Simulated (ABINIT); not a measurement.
# A GW chain in ABINIT: KF (Carobbiite), part 2 of 3

Wanted: ground state, empty states, screening and self-energy for KF (Carobbiite).

ABINIT 10.8.3; PBE and many-body steps on it, plane waves. Known limits of the many-body steps: not at the basis limit; coarse k mesh.

So far. Step 2 (Ground state): The gap is direct, at Γ.

### Step 3. Bands along the symmetry lines

Level of this step: DFT, PBE, plane waves, norm-conserving pseudopotentials (ABINIT).

Levels along a band path, at the cheap level, show where the edges lie and whether the meshes to come will hold them.

The input, run.abi:

```
acell 3*1.0 Angstrom
rprim 
  -0.000000000000 2.671850000000 2.671850000000
  2.671850000000 -0.000000000000 2.671850000000
  2.671850000000 2.671850000000 0.000000000000
ntypat 2
znucl 19 9
natom 2
typat 1 2
xred 
  0.000000000000 0.000000000000 0.000000000000
  0.500000000000 0.500000000000 0.500000000000
pp_dirpath "pseudos"
pseudos "K.upf, F.upf"
ecut 36
iscf -2
irdden 1
kptopt 0
nkpt 50
kpt 
  0.00000000 0.00000000 0.00000000
  0.06250000 0.00000000 0.06250000
  0.12500000 0.00000000 0.12500000
  0.18750000 0.00000000 0.18750000
  0.25000000 0.00000000 0.25000000
  0.31250000 0.00000000 0.31250000
  0.37500000 0.00000000 0.37500000
  0.43750000 0.00000000 0.43750000
  0.50000000 0.00000000 0.50000000
  0.51562500 0.03125000 0.51562500
  0.53125000 0.06250000 0.53125000
  0.54687500 0.09375000 0.54687500
  0.56250000 0.12500000 0.56250000
  0.57812500 0.15625000 0.57812500
  0.59375000 0.18750000 0.59375000
  0.60937500 0.21875000 0.60937500
  0.62500000 0.25000000 0.62500000
  0.37500000 0.37500000 0.75000000
  0.32812500 0.32812500 0.65625000
  0.28125000 0.28125000 0.56250000
  0.23437500 0.23437500 0.46875000
  0.18750000 0.18750000 0.37500000
  0.14062500 0.14062500 0.28125000
  0.09375000 0.09375000 0.18750000
  0.04687500 0.04687500 0.09375000
  0.00000000 0.00000000 0.00000000
  0.06250000 0.06250000 0.06250000
  0.12500000 0.12500000 0.12500000
  0.18750000 0.18750000 0.18750000
  0.25000000 0.25000000 0.25000000
  0.31250000 0.31250000 0.31250000
  0.37500000 0.37500000 0.37500000
  0.43750000 0.43750000 0.43750000
  0.50000000 0.50000000 0.50000000
  0.50000000 0.46875000 0.53125000
  0.50000000 0.43750000 0.56250000
  0.50000000 0.40625000 0.59375000
  0.50000000 0.37500000 0.62500000
  0.50000000 0.34375000 0.65625000
  0.50000000 0.31250000 0.68750000
  0.50000000 0.28125000 0.71875000
  0.50000000 0.25000000 0.75000000
  0.50000000 0.21875000 0.71875000
  0.50000000 0.18750000 0.68750000
  0.50000000 0.15625000 0.65625000
  0.50000000 0.12500000 0.62500000
  0.50000000 0.09375000 0.59375000
  0.50000000 0.06250000 0.56250000
  0.50000000 0.03125000 0.53125000
  0.50000000 0.00000000 0.50000000
istwfk *1
nband 15
nbdbuf 2
tolwfr 1e-08
nstep 40
prtwf 0
prtvol 0
indata_prefix "in"
outdata_prefix "out"
tmpdata_prefix "tmp"
```

Command:

```
OMP_NUM_THREADS=1 mpirun -n 8 abinit run.abi > log
```

Numbers of over 12 decimals in the logs are rounded to 6 here.

The log of the run:

```text
.Version 10.8.3 of ABINIT. v10.8.2 released Aug 2026.

 Symmetries : space group Fm -3 m (#225); Bravais cF (face-center cubic)
[... echo of the input left out ...]
== DATASET  1 ==================================================================
-   mpi_nproc: 8, omp_nthreads: 1 (-1 if OMP is not activated)

--- !DatasetInfo
iteration_state: {dtset: 1, }
dimensions: {natom: 2, nkpt: 50, mband: 15, nsppol: 1, nspinor: 1, nspden: 1, mpw: 2693, }
cutoff_energies: {ecut:  36.0, pawecutdg:  -1.0, }
electrons: {nelect:   1.60000000E+01, charge:   0.00000000E+00, occopt:   1.00000000E+00, tsmear:   1.00000000E-02, }

 Real(R)+Recip(G) space primitive vectors, cartesian coordinates (Bohr,Bohr^-1):
 R(1)=  0.0000000  5.0490647  5.0490647  G(1)= -0.0990282  0.0990282  0.0990282
 R(2)=  5.0490647  0.0000000  5.0490647  G(2)=  0.0990282 -0.0990282  0.0990282
 R(3)=  5.0490647  5.0490647  0.0000000  G(3)=  0.0990282  0.0990282 -0.0990282
 Unit cell volume ucvol=  2.5743217E+02 bohr^3
 Angles (23,13,12)=  6.00000000E+01  6.00000000E+01  6.00000000E+01 degrees

 getcut: wavevector=  0.0000  0.0000  0.0000  ngfft=  40  40  40
         ecut(hartree)=     36.000   => boxcut(ratio)=   2.07404

--- Pseudopotential description ------------------------------------------------
- K Generated using ONCVPSP code by D. R. Hamann
- 19.00000   9.00000  171031                  znucl, zion, pspdat
12 -101130 2 -1 2222                          pspcod,pspxc,lmax,lloc,mmax
     nproj     2     2     2
  pspatm : epsatm=    8.42413758
         --- l  ekb(1:nproj) -->
             0   10.871123    0.806704
             1    4.379001    0.553647
             2   -3.405842   -1.029115
 pspatm: atomic psp has been read  and splines computed

- F Generated using ONCVPSP code by D. R. Hamann
-  9.00000   7.00000  171031                  znucl, zion, pspdat
12 -101130 2 -1 832                           pspcod,pspxc,lmax,lloc,mmax
     nproj     2     2     1
  pspatm : epsatm=    4.87625608
         --- l  ekb(1:nproj) -->
[...]
2   -2.441503
 pspatm: atomic psp has been read  and splines computed

--------------------------------------------------------------------------------

================================================================================
 prteigrs : about to open file out_EIG
 Non-SCF case, kpt    1 (  0.00000  0.00000  0.00000), residuals and eigenvalues=
  3.31E-09  1.28E-09  3.72E-09  4.88E-09  9.18E-09  4.82E-09  7.04E-09  2.91E-09
  2.73E-09  5.26E-09  9.06E-09  3.05E-09  6.26E-09  6.22E-09  4.64E-09
 -9.5489E-01 -6.7869E-01 -3.3934E-01 -3.3934E-01 -3.3934E-01  4.8043E-03
  4.8043E-03  4.8043E-03  2.3263E-01  3.9781E-01  3.9781E-01  3.9781E-01
[...]
Non-SCF case, kpt    2 (  0.06250  0.00000  0.06250), residuals and eigenvalues=
  5.19E-09  2.10E-09  1.26E-09  4.66E-09  8.59E-09  5.13E-09  4.81E-09  6.47E-09
[...]
4.23E-09  2.61E-09  3.66E-09  6.84E-09  7.44E-09  5.66E-09  3.06E-09  9.18E-09
  1.12E-09  7.71E-09  1.60E-09  7.86E-09  6.31E-09  3.11E-09  6.26E-09
[...]
Non-SCF case, kpt   49 (  0.50000  0.03125  0.53125), residuals and eigenvalues=
[...]
Non-SCF case, kpt   50 (  0.50000  0.00000  0.50000), residuals and eigenvalues=
[...]
-9.5066E-01 -6.7932E-01 -3.5975E-01 -3.4706E-01 -3.4706E-01 -2.8218E-03
  2.7846E-03  2.7846E-03  3.0741E-01  3.8435E-01  4.3910E-01  5.0161E-01
[...]
--- !ResultsGS
iteration_state: {dtset: 1, }
comment   : Summary of ground state results
lattice_vectors:
- [ -0.0000000,   5.0490647,   5.0490647, ]
- [  5.0490647,  -0.0000000,   5.0490647, ]
- [  5.0490647,   5.0490647,   0.0000000, ]
lattice_lengths: [   7.14046,    7.14046,    7.14046, ]
lattice_angles: [ 60.000,  60.000,  60.000, ] # degrees, (23, 13, 12)
lattice_volume:   2.5743217E+02
convergence: {deltae:  0.000E+00, res2:  0.000E+00, residm:  9.975E-09, diffor:  0.000E+00, }
etotal    :  -5.48240946E+01
entropy   :   0.00000000E+00
fermie    :   4.80427879E-03
cartesian_stress_tensor: null
pressure_GPa: null
xred      :
- [  0.0000E+00,   0.0000E+00,   0.0000E+00,  K]
- [  5.0000E-01,   5.0000E-01,   5.0000E-01,  F]
cartesian_forces: null
force_length_stats: {min: null, max: null, mean: null, }

 Integrated electronic density in atomic spheres:
 ------------------------------------------------
 Atom  Sphere_radius  Integrated_density
[...]
================================================================================

 ----iterations are completed or convergence reached----

 Mean square residual over all n,k,spin=   53.980E-10; max=  99.747E-10
 reduced coordinates (array xred) for    2 atoms
       0.000000000000      0.000000000000      0.000000000000
       0.500000000000      0.500000000000      0.500000000000

 cartesian coordinates (angstrom) at end:
    1      0.000000     0.000000     0.000000
    2      2.671850     2.671850     2.671850
 length scales=  1.889726125908  1.889726125908  1.889726125908 bohr
              =  1.000000000000  1.000000000000  1.000000000000 angstroms
 prteigrs : about to open file out_EIG
 Eigenvalues (hartree) for nkpt=  50  k points:
 kpt#   1, nband= 15, wtk=  1.00000, kpt=  0.0000  0.0000  0.0000 (reduced coord)
[...]
kpt#   2, nband= 15, wtk=  1.00000, kpt=  0.0625  0.0000  0.0625 (reduced coord)
[...]
kpt#   3, nband= 15, wtk=  1.00000, kpt=  0.1250  0.0000  0.1250 (reduced coord)
[...]
kpt#  49, nband= 15, wtk=  1.00000, kpt=  0.5000  0.0313  0.5313 (reduced coord)
  -0.95066   -0.67936   -0.35964   -0.34719   -0.34689   -0.00280    0.00228    0.00267
   0.30843    0.38542    0.43686    0.50164    0.52254    0.52464    0.58271
 kpt#  50, nband= 15, wtk=  1.00000, kpt=  0.5000  0.0000  0.5000 (reduced coord)
  -0.95066   -0.67932   -0.35975   -0.34706   -0.34706   -0.00282    0.00278    0.00278
   0.30741    0.38435    0.43910    0.50161    0.52252    0.52252    0.58469

== END DATASET(S) ==============================================================
================================================================================

 -outvars: echo values of variables after computation  --------
            nband          15
             nkpt          50
          spgroup         225
 [... the other variables as echoed above ...]

 Calculation completed.
```

Wall time 6.2 s (8 MPI ranks of Arm Neoverse V2, shared host); peak memory 0.5 GiB.

This step gave:

```yaml
gap: 6.200 eV
k_of_the_valence_top: 0, 0, 0
k_of_the_conduction_bottom: 0, 0, 0
least_direct_gap: 6.200 eV
```

The gap is 6.200 eV, as in the run before at this level.

Electronic bands along the path, in eV, zero at the top of the highest filled band; v1 is the highest filled band, c1 the lowest empty one:

```tsv
point	v4	v3	v2	v1	c1	c2	c3	c4
Γ	-9.36	0.00	0.00	0.00	6.20	10.69	10.69	10.69
X	-9.57	-0.21	-0.06	-0.06	8.23	10.33	11.82	13.52
U	-9.51	-0.33	-0.19	-0.19	8.98	10.74	11.08	13.51
jump to K	-9.51	-0.33	-0.19	-0.19	8.98	10.74	11.08	13.51
Γ	-9.36	0.00	0.00	0.00	6.20	10.69	10.69	10.69
L	-9.40	-0.78	-0.34	-0.34	9.09	10.63	12.05	12.05
W	-9.45	-0.40	-0.16	-0.16	9.75	9.75	11.21	13.35
X	-9.57	-0.21	-0.06	-0.06	8.23	10.33	11.82	13.52
```

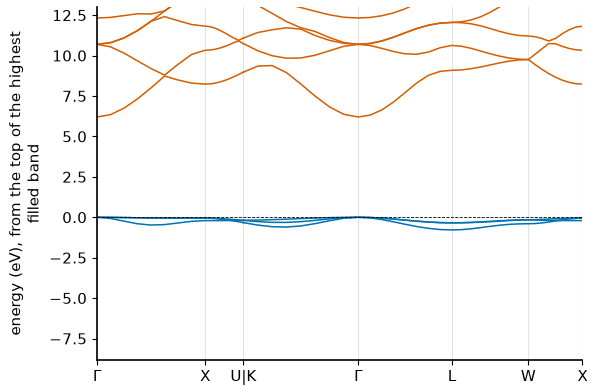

Electronic bands along the path; lines of filled and empty bands in two colours.

### Step 4. Empty states on the mesh, 4×4×4 mesh, 102 bands

The sums over transitions need many empty states on a uniform mesh; this step solves for them.

The input, run.abi:

```
acell 3*1.0 Angstrom
rprim 
  -0.000000000000 2.671850000000 2.671850000000
  2.671850000000 -0.000000000000 2.671850000000
  2.671850000000 2.671850000000 0.000000000000
ntypat 2
znucl 19 9
natom 2
typat 1 2
xred 
  0.000000000000 0.000000000000 0.000000000000
  0.500000000000 0.500000000000 0.500000000000
pp_dirpath "pseudos"
pseudos "K.upf, F.upf"
ecut 36
ngkpt 4 4 4
nshiftk 1
shiftk 0 0 0
kptopt 1
chksymbreak 0
irdden 1
istwfk *1
nband 102
prtvol 0
optdriver 6
gwr_task "HDIAGO"
paral_kgb 0
occopt 1
indata_prefix "in"
outdata_prefix "out"
tmpdata_prefix "tmp"
```

The log of the run:

```text
[banner, memory and clock lines left out]
.Version 10.8.3 of ABINIT. v10.8.2 released Aug 2026.

 Symmetries : space group Fm -3 m (#225); Bravais cF (face-center cubic)
[... echo of the input left out ...]
== DATASET  1 ==================================================================
-   mpi_nproc: 8, omp_nthreads: 1 (-1 if OMP is not activated)

--- !DatasetInfo
iteration_state: {dtset: 1, }
dimensions: {natom: 2, nkpt: 8, mband: 102, nsppol: 1, nspinor: 1, nspden: 1, mpw: 2685, }
cutoff_energies: {ecut:  36.0, pawecutdg:  -1.0, }
electrons: {nelect:   1.60000000E+01, charge:   0.00000000E+00, occopt:   1.00000000E+00, tsmear:   1.00000000E-02, }

.Using double precision arithmetic; gwpc =  8

- Reading GS density from: in_DEN

--- Pseudopotential description ------------------------------------------------
- K Generated using ONCVPSP code by D. R. Hamann
- 19.00000   9.00000  171031                  znucl, zion, pspdat
12 -101130 2 -1 2222                          pspcod,pspxc,lmax,lloc,mmax
     nproj     2     2     2
  pspatm : epsatm=    8.42413758
         --- l  ekb(1:nproj) -->
             0   10.871123    0.806704
             1    4.379001    0.553647
             2   -3.405842   -1.029115
 pspatm: atomic psp has been read  and splines computed

- F Generated using ONCVPSP code by D. R. Hamann
-  9.00000   7.00000  171031                  znucl, zion, pspdat
12 -101130 2 -1 832                           pspcod,pspxc,lmax,lloc,mmax
     nproj     2     2     1
  pspatm : epsatm=    4.87625608
         --- l  ekb(1:nproj) -->
             0    6.519403    1.070094
             1   -3.955629   -1.291931
             2   -2.441503
 pspatm: atomic psp has been read  and splines computed

   2.12806299E+02                                ecore*ucvol(ha*bohr**3)

 Total charge density [el/Bohr^3]
)     Maximum=    1.4478E+00  at reduced coord.    0.4750    0.5000    0.5750
)     Minimum=    1.0359E-03  at reduced coord.    0.2500    0.2500    0.2500
   Integrated=    1.6000E+01

 === KS gaps after direct diagonalization ===
 Direct band gap semiconductor
 Fundamental gap:     6.199 (eV)
   VBM:     0.131 (eV) at k: [ 0.0000E+00,  0.0000E+00,  0.0000E+00]
   CBM:     6.330 (eV) at k: [ 0.0000E+00,  0.0000E+00,  0.0000E+00]
 Direct gap:         6.199 (eV) at k: [ 0.0000E+00,  0.0000E+00,  0.0000E+00]

== END DATASET(S) ==============================================================

 -outvars: echo values of variables after computation  --------
           etotal      0.0000000000E+00
            nband         102
             nkpt           8
          spgroup         225
 [... the other variables as echoed above ...]

 Calculation completed.
```

It took 16 s on 8 MPI ranks; peak memory 3.5 GiB; 2.2 min of CPU time.

This step gave:

- gap: 6.199 eV
- k of the valence top: 0, 0, 0
- k of the conduction bottom: 0, 0, 0
- least direct gap: 6.199 eV
- k points computed: 8
- lowest point of the top converged band, above the valence top: 93.7997 eV

On this mesh the gap is 6.199 eV.

### Step 5. Screening, 4×4×4 mesh, 94 bands, screening to 163.3 eV

The RPA dielectric matrix is built and inverted for each q.

This step: RPA screening on PBE, plane waves, norm-conserving pseudopotentials.

Changes to run.abi since step 4:

```diff
@@ -20,10 +20,11 @@
 chksymbreak 0
-irdden 1
 istwfk *1
-nband 102
-prtvol 0
-optdriver 6
-gwr_task "HDIAGO"
-paral_kgb 0
 occopt 1
+irdwfk 1
+optdriver 3
+nband 94
+ecuteps 6
+inclvkb 2
+awtr 1
+symchi 1
 indata_prefix "in"
```

The log of the run:

```text
.Version 10.8.3 of ABINIT. v10.8.2 released Aug 2026.

 Symmetries : space group Fm -3 m (#225); Bravais cF (face-center cubic)
[... echo of the input left out ...]
== DATASET  1 ==================================================================
-   mpi_nproc: 8, omp_nthreads: 1 (-1 if OMP is not activated)

--- !DatasetInfo
iteration_state: {dtset: 1, }
dimensions: {natom: 2, nkpt: 8, mband: 94, nsppol: 1, nspinor: 1, nspden: 1, mpw: 2685, }
cutoff_energies: {ecut:  36.0, pawecutdg:  -1.0, }
electrons: {nelect:   1.60000000E+01, charge:   0.00000000E+00, occopt:   1.00000000E+00, tsmear:   1.00000000E-02, }

 SCREENING: Calculation of the susceptibility and dielectric matrices

 Based on a program developped by R.W. Godby, V. Olevano, G. Onida, and L. Reining.
 Incorporated in ABINIT by V. Olevano, G.-M. Rignanese, and M. Torrent.
.Using double precision arithmetic ; gwpc =  8

[... cell and pseudopotentials left out ...]
--------------------------------------------------------------------------------

 ==== K-mesh for the wavefunctions ====
 Number of points in the irreducible wedge :     8
[... list of points left out ...]
 Together with 48 symmetry operations and time-reversal symmetry
 yields    64 points in the full Brillouin Zone.

 ==== Q-mesh for the screening function ====
 Number of points in the irreducible wedge :     8
[... list of points left out ...]
 Together with 48 symmetry operations and time-reversal symmetry
 yields    64 points in the full Brillouin Zone.

 setmesh: FFT mesh size selected  =    27x   27x   27
          total number of points  =        19683

 vcoul_init : cutoff-mode = AUXILIARY_FUNCTION
 q-points for optical limit:   1
     1)      0.000010    0.000020    0.000030

- screening: taking advantage of time-reversal symmetry
- Maximum band index for partially occupied states nbvw = 8
- Remaining bands to be divided among processors   nbcw = 86
- Number of bands treated by each node ~10

 Number of electrons calculated from density =   16.0000; Expected =   16.0000
 average of density, n =  0.062152
 r_s =    1.5661
 omega_plasma =   24.0483 [eV]

 calculating chi0 at frequencies [eV] :
  1    0.000000E+00    0.000000E+00
  2    0.000000E+00    2.404829E+01

--------------------------------------------------------------------------------
  q-point number  1        q = ( 0.000000, 0.000000, 0.000000) [r.l.u.]
--------------------------------------------------------------------------------
[... chi0 elements left out ...]
 For q-point:  0.000010 0.000020 0.000030
  dielectric constant =   1.8958
  dielectric constant without local fields =   2.1031

  Average fulfillment of the sum rule on Im[epsilon] for q-point    1 :     65.59  [%]
[... wings left out ...]
  q-point number  2        q = ( 0.250000, 0.000000, 0.000000) [r.l.u.]
--------------------------------------------------------------------------------
[... chi0 elements left out ...]
  Average fulfillment of the sum rule on Im[epsilon] for q-point    2 :     75.07  [%]

 [... 6 further q-points ...]
```

The job ended after 7.1 s (8 MPI ranks; peak memory 1 GiB).

This step gave:

- ε∞ with local fields, on this mesh, along the program's q direction: 1.896
- the same without local fields: 2.103
- plasma frequency: 24.05 eV
- plane waves in the screening matrix: 169

Local fields lower ε∞ by 10 %. On a Γ-centred mesh this coarse the value itself is usually too large, while a short band sum pulls it down.

[end of part 2 of 3]

[Paths, hosts, dates, memory and timing lines, banners, echoed tables and standing remarks are left out of the program output.]

[Logs are printed without paths, hosts, clocks, repeated set-up lines and the standing remarks that a program may print on its own settings, such as how far it seeks lower states.]

[Runs of the session that timed out or met a known fault of the program may be left out.]

[Hosts, paths, dates, database ids (printed as entryN), source tags and the programs' standing remarks are cut or masked in the printed files.]

[G0W0 gaps are taken among the corrected bands and points alone; a level outside them can change the order at an edge.]

[Where Ansatz stands beside ABINIT at settings called matched, ABINIT's density can come from a denser mesh and the files from another edition; pairs whose starting gaps differed by over 0.03 eV were left out, so agreement reads better than it is.]
